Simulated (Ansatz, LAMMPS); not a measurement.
# Elastic response of amorphous 42Ga2O3-58Al2O3 (mol %) (95 atoms), part 3 of 3

Aim: relax amorphous 42Ga2O3-58Al2O3 (mol %) (95 atoms), then change its volume and shape to read moduli from the stress.

Ansatz 0.2.0; Kohn-Sham DFT, PBE, PAW (set soft_2), plane waves.

The cell: 16 Ga, 22 Al and 57 O. The quench rate of 100 K/ps is orders of magnitude faster than experiment. The network of bonds at the start is that of the classical potential that made the cell. Sampling is at Γ alone.

So far. Step 11 (Compressed by 1 % along x): The relaxation converged after 5 steps, 0.0390 eV below its start, with a largest force component of 0.049 eV/Å. Step 11 (Compressed by 1 % along x): Compressed by 1 % along x: the energy stands 0.0680 eV above that of the reference, at a pressure of 1.13 GPa.

**12. Sheared by 2 % in xy**

A shear of the relaxed cell gives the modulus that volume changes can't reach.

The input, input.yaml:

```yaml
crystal:
  lattice:
    - [10.20032, 0.02372, 0.09733]
    - [0.02333, 10.16078, 0.1714]
    - [0.09904, 0.17237, 9.95483]
  atoms:
    [... the 95 atom lines of step 4 ...]
kpoints:
  mp_grid: { grid: [1, 1, 1] }
hamiltonian:
  xc: pbe
scf:
  occupations: { method: fixed }
output:
  forces: true
  eigenvalues: true
  stress: true
relax:
  f_tol: 0.05
  max_steps: 70
```

Started as:

```
$ ansatz run input.yaml --threads 4 --pin off --max-ram 8192MiB --backend cpu --events-out ev --progress --plain --runs-dir out
```

Numbers of over 12 decimals in the logs are rounded to 6 here.

The program printed:

```text
[...]
Crystal: 95 atoms, lattice volume = 1031.346 Å³
Basis set: ecut = 420 eV, 20121 PW (Γ), exchange–correlation on 144×144×144 points (8 copies of the dense FFT grid, shifted against one another)
Bands: 403, of which v1, the nominal top of the filled ones, is band 308 counted from 1 (307 counted from 0)
Symmetry: 1 space group operations
[...]
k-points: 1
[...]
SCF iter   1: F=—  HF=-104780.969281 eV  |F-HF|=—  |Δ(HF+E_count)|=         —  Δρ=2.41e-3  dr2=5.19e-2  ethr=1.77e-3  ⟨swp⟩=5.0  Hψ=1400  notcnv=0  defer=93
[...]
SCF iter   5: F=—  HF=-104780.983430 eV  |F-HF|=—  |Δ(HF+E_count)|=   6.04e-5  Δρ=9.58e-5  dr2=8.18e-5  ethr=4.02e-8  ⟨swp⟩=2.0  Hψ=607  notcnv=0  defer=93
SCF iter   6: F=-104780.983449 eV  HF=-104780.983446 eV  |F-HF|=3.55e-6  |Δ(HF+E_count)|=   1.55e-5  Δρ=2.13e-5  dr2=5.20e-6  ethr=1.01e-8  ⟨swp⟩=13.0  Hψ=2186  notcnv=0
SCF 1 converged in 6 iterations: F = -104780.983449 eV  dr2 = 5.20e-6
[...]
relax step   1: F+E_penalty+E_count = -104780.98344905 eV  Δ(F+E_penalty+E_count) = +0.000e0 eV  max|allowed force component| = 3.575e-1 eV/Å  Δτ_max = 0.0000 Å  (6 SCF iters, dr2 threshold 6.25e-5 eV, accepted)
[...]
relax step   2: F+E_penalty+E_count = -104781.01595142 eV  Δ(F+E_penalty+E_count) = -3.250e-2 eV  max|allowed force component| = 2.272e-1 eV/Å  Δτ_max = 0.0155 Å  (6 SCF iters, dr2 threshold 7.99e-6 eV, accepted)
[...]
relax step   3: F+E_penalty+E_count = -104781.04035720 eV  Δ(F+E_penalty+E_count) = -2.441e-2 eV  max|allowed force component| = 7.747e-2 eV/Å  Δτ_max = 0.0224 Å  (6 SCF iters, dr2 threshold 3.23e-6 eV, accepted)
relax step   4: F+E_penalty+E_count = -104781.05186142 eV  Δ(F+E_penalty+E_count) = -1.150e-2 eV  max|allowed force component| = 6.619e-2 eV/Å  Δτ_max = 0.0616 Å  (9 SCF iters, accepted)
relax step   5: F+E_penalty+E_count = -104781.04374317 eV  Δ(F+E_penalty+E_count) = +8.118e-3 eV  max|allowed force component| = 1.769e-1 eV/Å  Δτ_max = 0.0920 Å  (9 SCF iters, rejected (line search))
relax step   6: F+E_penalty+E_count = -104781.05483002 eV  Δ(F+E_penalty+E_count) = -2.969e-3 eV  max|allowed force component| = 9.348e-2 eV/Å  Δτ_max = 0.0220 Å  (9 SCF iters, accepted)
relax step   7: F+E_penalty+E_count = -104781.05784420 eV  Δ(F+E_penalty+E_count) = -3.014e-3 eV  max|allowed force component| = 1.831e-2 eV/Å  Δτ_max = 0.0282 Å  (6 SCF iters, dr2 threshold 6.38e-6 eV, accepted)
[...]
relax step   8: F+E_penalty+E_count = -104781.05784468 eV  Δ(F+E_penalty+E_count) = -4.779e-7 eV  max|allowed force component| = 1.840e-2 eV/Å  Δτ_max = 0.0000 Å  (4 SCF iters, accepted)
SCF converged after 4 iterations
Free energy (F): -104781.057845 eV
[...]
Internal energy: -104781.057845 eV  (E = F + TS)
E sigma→0 (E₀):  -104781.057845 eV
Fermi energy:    6.504827 eV
[...]
Σ components = -104781.057845   (vs F -104781.057845, Δ=0.00e0)
--- Forces (eV/Å), atoms counted from 1 ---
  atom   1  Ga    -0.01745413     0.00120324     0.01095575
  atom   2  Ga     0.00399434    -0.00866792     0.00051428
  atom   3  Ga     0.00489476     0.00075295    -0.00487511
  atom   4  Ga     0.00148604    -0.00189168    -0.00144510
[...]
atom  95  O      0.00061689     0.00268440     0.00550355
  max |Σ_I F_I| component: 7.74e-5 eV/Å
--- Stress (GPa, compression-positive) ---
        0.237988      -1.022857      -0.006109
       -1.022846       0.217793      -0.176710
       -0.006103      -0.176708       0.344232
  P = ⅓ Tr σ = 0.2667 GPa (2.667 kbar)
--- Band table (eV) ---
[...]
--- Relaxed structure (8 steps of the walk, 7 accepted, 0 SCFs on fresh bases) ---
  F+E_penalty+E_count = -104781.05784468 eV   max|allowed force component| = 1.840e-2 eV/Å
  atoms:
    - { symbol: Ga, position: [0.805027, 0.443977, 0.678371] }
    - { symbol: Ga, position: [0.621586, 0.568588, 0.841463] }
    - { symbol: Ga, position: [0.039566, 0.436812, 0.971298] }
    - { symbol: Ga, position: [0.565154, 0.727396, 0.575155] }
[...]
- { symbol: O, position: [0.669084, 0.858561, 0.694166] }
```

Elapsed: 70 s, on 4 threads of Intel Xeon Platinum 8375C at 2.90GHz (Ice Lake), shared host; peak memory 1.6 GiB; 4.2 min of CPU time.

The relaxation converged after 8 steps, 0.0744 eV below its start, with a largest force component of 0.018 eV/Å.

Sheared by 2 % in xy: the energy stands 0.0736 eV above that of the reference, at a pressure of 0.267 GPa.

**13. Pressure against volume**

Atoms are relaxed at each volume, in the scaled cell.

| volume change (%) | volume (Å³/atom) | energy change (meV/atom) | pressure (GPa) | largest move on relaxing (Å) | bonds | gap (eV) |
| --- | --- | --- | --- | --- | --- | --- |
| -10 | 9.772 | 43.02 | 13.94 | 1.09 | 195 | 3.20 |
| -6 | 10.206 | 16.10 | 7.94 | 0.44 | 189 | 2.87 |
| -3 | 10.532 | 3.21 | 4.29 | 0.41 | 187 | 2.65 |
| +0 | 10.857 | 0.00 | 0.01 | - | 185 | 2.46 |
| +3 | 11.183 | 3.00 | -2.85 | 0.25 | 183 | 2.21 |
| +6 | 11.509 | 5.98 | -3.98 | 0.77 | 175 | 2.29 |

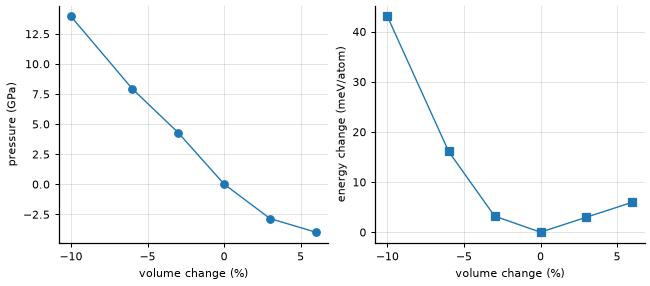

Pressure and energy against volume.

**14. Uniaxial strain and shear**

Stress (GPa, compression positive) less that of the relaxed cell, atoms relaxed:

| strain | xx | yy | zz | xy | energy change (meV/atom) |
| --- | --- | --- | --- | --- | --- |
| stretched by 1 % along x | -1.700 | -0.461 | -0.713 | 0.106 | 0.63 |
| compressed by 1 % along x | 1.994 | 0.529 | 0.821 | -0.200 | 0.72 |
| sheared by 2 % in xy | 0.224 | 0.205 | 0.330 | -1.025 | 0.77 |

**15. What came out**

The bulk modulus, from the slope of pressure against ln V over the three points nearest the relaxed volume, is 119 GPa; between neighbouring points the slope runs 138, 116, 140, 97 and 40 GPa from the smallest volume up, without a steady fall, so no pressure derivative is given. The count of bonds runs from 175 to 195 over the series, so at some points contacts cross the cutoffs. At -10 % and +6 % some atom moved by over 0.5 Å on relaxing, so those points may sit in another local minimum. The gap goes from 3.20 eV at the smallest volume to 2.29 eV at the largest, -6.0 eV per unit of ln V by a straight line, not monotonically (lowest 2.21, highest 3.20 eV), on the run's k-points. In the Cartesian axes of the cell, finite differences give C11 = 185, C12 = 49.5, C13 = 76.7 and C66 = 51.3 GPa (the shear of 2 % is the engineering strain, εxy = 0.01). The mean of C11, C12 and C13, which equals the bulk modulus in a cubic or isotropic solid, is 104 GPa: it lies 13 % under the bulk modulus from the volumes. For an isotropic solid C66 would equal (C11 − C12)/2 = 67.6 GPa; so small a sample needn't be isotropic, and C66 rests on one shear. With the bulk modulus and C66 as K and G, Young's modulus would be about 134 GPa and Poisson's ratio 0.31.

**Limits.** Strains are finite and relaxations stop at the force tolerance of the input, which can leave moduli too stiff; they are those of a static cell at zero temperature. Volumes are changed with the cell's shape held, so in an anisotropic solid the modulus lies over the one under free hydrostatic load. The program notes that the SCF threshold of the relaxations is loose for the stress.

The DFT runs together took 15 min of wall time.

[Logs are printed without paths, hosts, clocks, repeated set-up lines and the standing remarks that a program may print on its own settings, such as how far it seeks lower states.]

[Hosts, paths, dates, database ids (printed as entryN), source tags and the programs' standing remarks are cut or masked in the printed files.]
